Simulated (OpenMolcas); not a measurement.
**Multiconfigurational calculation, with input and output: Mo⁴⁺**

- system: Mo⁴⁺.
- method: state-averaged SS-CASPT2, IPEA shift 0.5, sigma2 shift 0.3 hartree, active space 2 electrons in the shells 4d 5d, basis ANO-R2, X2C scalar Hamiltonian, spin-orbit coupling by RASSI with atomic mean-field integrals (OpenMolcas)

## Input file
```
&GATEWAY
Coord
1

Mo 0.0 0.0 0.0
Basis=ANO-R2
Group=XYZ
NoMove
AngMom=0.0 0.0 0.0
AMFI
&SEWARD
&RASSCF
FileOrb=start.orb
Symmetry=1
Spin=3
nActEl=2 0 0
Inactive=9 9
Ras2=5 0
CIRoot=10 10 1
SDav=10
CIMx=300
Iter=120 100
PrWF=0.3
OrbListing=Nothing
MaxOrb=0
Atom
>>> COPY $Project.JobIph JOBPRE
&RASSCF
FileOrb=start.orb
Symmetry=1
Spin=3
nActEl=2 0 0
Inactive=9 9
Ras2=10 0
CIRoot=10 10 1
SDav=45
CIMx=300
Iter=120 100
PrWF=0.3
OrbListing=Nothing
MaxOrb=0
Atom
>>> COPY $Project.JobIph JOB001
&RASSCF
FileOrb=start.orb
Symmetry=1
Spin=1
nActEl=2 0 0
Inactive=9 9
Ras2=10 0
CIRoot=27 27 1
SDav=55
CIMx=300
Iter=120 100
PrWF=0.3
OrbListing=Nothing
MaxOrb=0
Atom
CIOnly
>>> COPY $Project.JobIph JOB002
&RASSI
NrOfJobIphs=2 10 15
1 2 3 4 5 6 7 8 9 10
1 2 3 4 5 6 7 8 9 10 11 12 13 14 15
IphNames
JOB001
JOB002
EJob
SpinOrbit
DIPRint=1.0
SOCoupling=1000.0
Subsets=2
MEES
Property=10
'ANGMOM' 1 'ANGMOM' 2 'ANGMOM' 3 'MLTPL  1' 1 'MLTPL  1' 2 'MLTPL  1' 3
'AMFI' 1 'AMFI' 2 'AMFI' 3 'MLTPL  2' 6
SOProperty=3
'ANGMOM' 1 'ANGMOM' 2 'ANGMOM' 3
>>> COPY JOB001 $Project.JobIph
&CASPT2
Multistate=10 1 2 3 4 5 6 7 8 9 10
Frozen=9 9
IPEA=0.5
Sig2=0.3
MaxIter=60
WThr=0.0 0.3 0.05
PrWF=0.5
NoMix
>>> COPY JOB002 $Project.JobIph
&CASPT2
Multistate=15 1 2 3 4 5 6 7 8 9 10 11 12 13 14 15
Frozen=9 9
IPEA=0.5
Sig2=0.3
MaxIter=60
WThr=0.0 0.3 0.05
PrWF=0.5
NoMix
```

The file start.orb holds starting orbitals from an earlier step. A driver script formed the levels outside the program, from RASSI's spin-orbit matrix and the CASPT2 energies (for multi-state variants, the effective Hamiltonian), averaged over the components of each term or state. The log and the time are those of the CASPT2 step.

Command:
```bash
OMP_NUM_THREADS=1 MOLCAS_MEM=2252 MOLCAS_PROJECT=a pymolcas a.inp > a.log  # once for each step of the input, in one work folder
```

## Log (extracts)
```
--- CASPT2 ---
Orbital specifications:
      -----------------------

      Symmetry species                           1   2
                                                ag  au
      Frozen orbitals                            9   9
      Inactive orbitals                          0   0
      Active orbitals                           10   0
      Secondary orbitals                        17  20
      Deleted orbitals                           0   0
      Number of basis functions                 36  29
Type of calculation                        MS-CASPT2
      Fock operator                              state-specific
      IPEA shift                                 0.50
      Real shift                                 0.00
      Imaginary shift                            0.00
      Sigma^2 regularizer                        0.30
      The input orbitals will be transformed to quasi-canonical
Reference energy:       -4043.0406980094
      E2 (Non-variational):      -0.0040868068
      Shift correction:           0.0000000007
      E2 (Variational):          -0.0040868061
      Total energy:           -4043.0447848155
      Residual norm:              0.0000006117
      Reference weight:           0.99887
      Contributions to the CASPT2 correlation energy
      Active & Virtual Only:         -0.0040868068
      One Inactive Excited:           0.0000000000
      Two Inactive Excited:           0.0000000000
Reference energy:       -4043.0406980094
      E2 (Non-variational):      -0.0040877369
      Shift correction:           0.0000000007
      E2 (Variational):          -0.0040877362
      Total energy:           -4043.0447857456
      Residual norm:              0.0000006125
      Reference weight:           0.99887
      Contributions to the CASPT2 correlation energy
      Active & Virtual Only:         -0.0040877369
      One Inactive Excited:           0.0000000000
      Two Inactive Excited:           0.0000000000
::    CASPT2 Root  1     Total energy:  -4043.04478482
::    CASPT2 Root  2     Total energy:  -4043.04478575
::    CASPT2 Root  3     Total energy:  -4043.04477685
::    CASPT2 Root  4     Total energy:  -4043.04495483
::    CASPT2 Root  5     Total energy:  -4043.04498094
::    CASPT2 Root  6     Total energy:  -4043.04489226
::    CASPT2 Root  7     Total energy:  -4043.04496441
::    CASPT2 Root  8     Total energy:  -4042.99324356
::    CASPT2 Root  9     Total energy:  -4042.99324356
::    CASPT2 Root 10     Total energy:  -4042.99324356
::    MS-CASPT2 Root  1     Total energy:  -4043.04498193
::    MS-CASPT2 Root  2     Total energy:  -4043.04496402
::    MS-CASPT2 Root  3     Total energy:  -4043.04495436
::    MS-CASPT2 Root  4     Total energy:  -4043.04489230
::    MS-CASPT2 Root  5     Total energy:  -4043.04478802
::    MS-CASPT2 Root  6     Total energy:  -4043.04478337
::    MS-CASPT2 Root  7     Total energy:  -4043.04477587
::    MS-CASPT2 Root  8     Total energy:  -4042.99324356
::    MS-CASPT2 Root  9     Total energy:  -4042.99324356
::    MS-CASPT2 Root 10     Total energy:  -4042.99324355
--- CASPT2 ---
Orbital specifications:
      -----------------------

      Symmetry species                           1   2
                                                ag  au
      Frozen orbitals                            9   9
      Inactive orbitals                          0   0
      Active orbitals                           10   0
      Secondary orbitals                        17  20
      Deleted orbitals                           0   0
      Number of basis functions                 36  29
Type of calculation                        MS-CASPT2
      Fock operator                              state-specific
      IPEA shift                                 0.50
      Real shift                                 0.00
      Imaginary shift                            0.00
      Sigma^2 regularizer                        0.30
      The input orbitals will be transformed to quasi-canonical
Reference energy:       -4042.9902786103
      E2 (Non-variational):      -0.0133956784
      Shift correction:          -0.0002623798
      E2 (Variational):          -0.0136580582
      Total energy:           -4043.0039366685
      Residual norm:              0.0000002879
      Reference weight:           0.99366
      Contributions to the CASPT2 correlation energy
      Active & Virtual Only:         -0.0133956784
      One Inactive Excited:           0.0000000000
      Two Inactive Excited:           0.0000000000
Reference energy:       -4042.9902786103
      E2 (Non-variational):      -0.0133956345
      Shift correction:          -0.0002624116
      E2 (Variational):          -0.0136580461
      Total energy:           -4043.0039366564
      Residual norm:              0.0000002789
      Reference weight:           0.99367
      Contributions to the CASPT2 correlation energy
      Active & Virtual Only:         -0.0133956345
      One Inactive Excited:           0.0000000000
      Two Inactive Excited:           0.0000000000
::    CASPT2 Root  1     Total energy:  -4043.00393667
::    CASPT2 Root  2     Total energy:  -4043.00393666
::    CASPT2 Root  3     Total energy:  -4043.00393665
::    CASPT2 Root  4     Total energy:  -4043.00393664
::    CASPT2 Root  5     Total energy:  -4043.00393665
::    CASPT2 Root  6     Total energy:  -4042.97120052
::    CASPT2 Root  7     Total energy:  -4042.97145361
::    CASPT2 Root  8     Total energy:  -4042.97140658
::    CASPT2 Root  9     Total energy:  -4042.97121686
::    CASPT2 Root 10     Total energy:  -4042.97134461
::    CASPT2 Root 11     Total energy:  -4042.97146467
::    CASPT2 Root 12     Total energy:  -4042.97152425
::    CASPT2 Root 13     Total energy:  -4042.97128186
::    CASPT2 Root 14     Total energy:  -4042.97126414
::    CASPT2 Root 15     Total energy:  -4042.88714431
::    MS-CASPT2 Root  1     Total energy:  -4043.00393671
::    MS-CASPT2 Root  2     Total energy:  -4043.00393669
::    MS-CASPT2 Root  3     Total energy:  -4043.00393667
::    MS-CASPT2 Root  4     Total energy:  -4043.00393661
::    MS-CASPT2 Root  5     Total energy:  -4043.00393660
::    MS-CASPT2 Root  6     Total energy:  -4042.97152972
::    MS-CASPT2 Root  7     Total energy:  -4042.97146617
::    MS-CASPT2 Root  8     Total energy:  -4042.97145542
::    MS-CASPT2 Root  9     Total energy:  -4042.97140654
::    MS-CASPT2 Root 10     Total energy:  -4042.97134670
::    MS-CASPT2 Root 11     Total energy:  -4042.97128450
::    MS-CASPT2 Root 12     Total energy:  -4042.97125611
::    MS-CASPT2 Root 13     Total energy:  -4042.97121442
::    MS-CASPT2 Root 14     Total energy:  -4042.97119752
::    MS-CASPT2 Root 15     Total energy:  -4042.88714430
```

## Spin-orbit levels, grouped by J and assigned

| Configuration | Level | E (cm⁻¹) | LS purity (%) | Landé g |
| --- | --- | --- | --- | --- |
| 4d² | ³F₂ | 0 | 98 | 0.672 |
| 4d² | ³F₃ | 1,562 | 100 | 1.084 |
| 4d² | ³F₄ | 3,345 | 100 | 1.250 |
| 4d² | ¹D₂ | 10,650 | 84 | 1.068 |
| 4d² | ³P₀ | 12,260 | 99 | – |
| 4d² | ³P₁ | 12,900 | 100 | 1.501 |
| 4d² | ³P₂ | 14,340 | 85 | 1.428 |
| 4d² | ¹G₄ | 18,210 | 100 | 1.001 |
| 4d² | ¹S₀ | 36,830 | 99 | – |

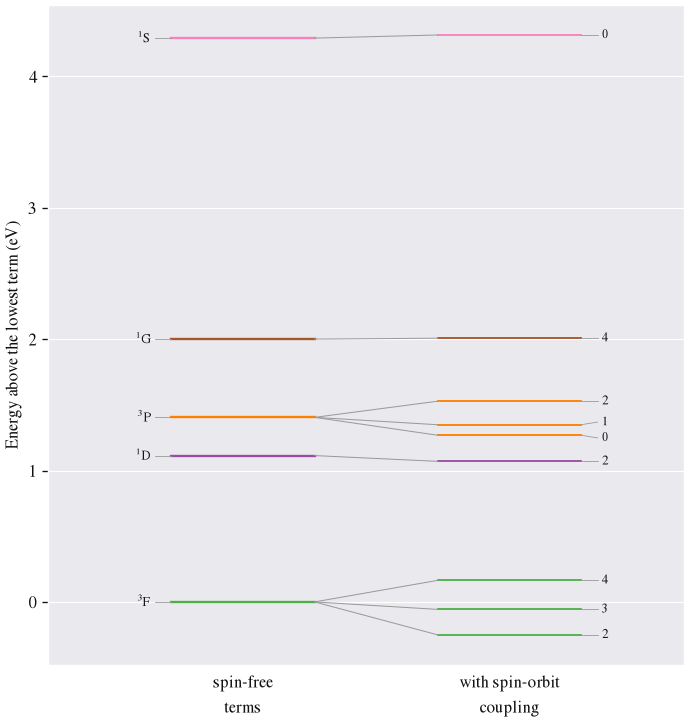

Fig. 1: Terms of Mo⁴⁺ without and with spin-orbit coupling; numbers at the right are J. ³F (at 0) splits over 0.415 eV into J = 2, 3, 4 from the bottom up (normal); ¹D (at 1.11 eV) gives the one level J = 2; ³P (at 1.41 eV) splits over 0.259 eV into J = 0, 1, 2 from the bottom up (normal); ¹G (at 2.00 eV) gives the one level J = 4; ¹S (at 4.29 eV) gives the one level J = 0. The ground level lies 0.251 eV below the lowest term.

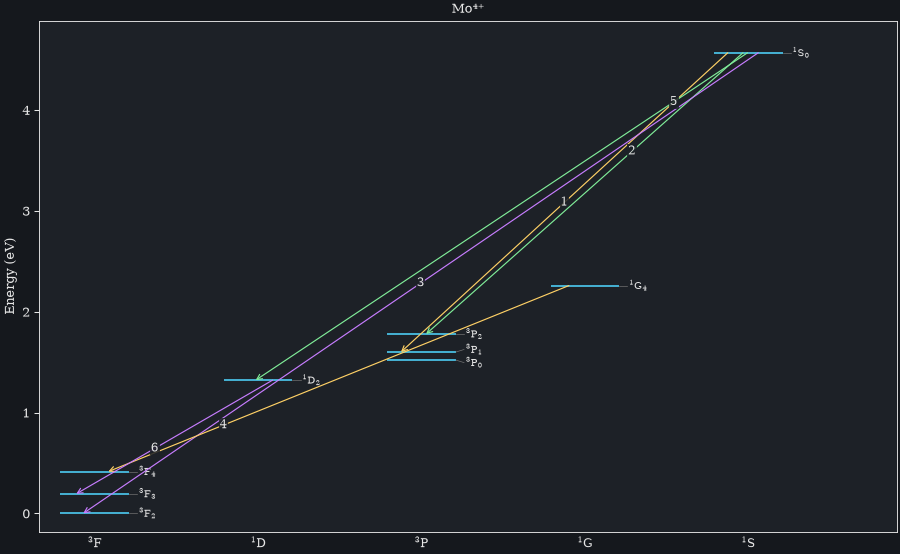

Fig. 2: Levels of Mo⁴⁺ with 6 numbered transitions. Rates are at computed energies.

```csv
No.,Upper,Lower,Type,λ (vacuum),A (s⁻¹)
1,4d² ¹S₀,4d² ³P₁,M1,418 nm,5.8
2,4d² ¹S₀,4d² ³P₂,E2,445 nm,1.1
3,4d² ¹S₀,4d² ³F₂,E2,271 nm,0.38
4,4d² ¹G₄,4d² ³F₄,M1,672 nm,0.42
5,4d² ¹S₀,4d² ¹D₂,E2,382 nm,10
6,4d² ¹D₂,4d² ³F₃,M1,1100 nm,0.42
```

Line 5 has the largest rate; it falls in the visible region.

## Key numbers

| quantity | value |
| --- | --- |
| outcome | converged |
| lowest level | 4d² ³F₂ |
| first excited level | 4d² ³F₃, 1,562 cm⁻¹ (measured: 1,578) |
| energy of the lowest spin-free term | −4043.04488 hartree |
| energy of the lowest spin-orbit level | −4043.05409 hartree |
| CASPT2 correlation energy | −0.0042 hartree |
| largest spread among components of a term | 71.1 cm⁻¹ |
| lowest reference weight | 0.987 |
| hardware | 1 thread of Arm Neoverse V1, 24 GiB of memory available, shared host |
| wall time | 34 s |

## Notes

The components of ¹G, which symmetry makes degenerate, are split by 71 cm⁻¹ in CASPT2. This is an artefact; the levels of such states rest on averages and are uncertain by about as much. The run is of multi-state type; this report uses its single-state energies. Limits: extra active shells serve correlation only, their own levels not computed; only configurations of the active space are included.
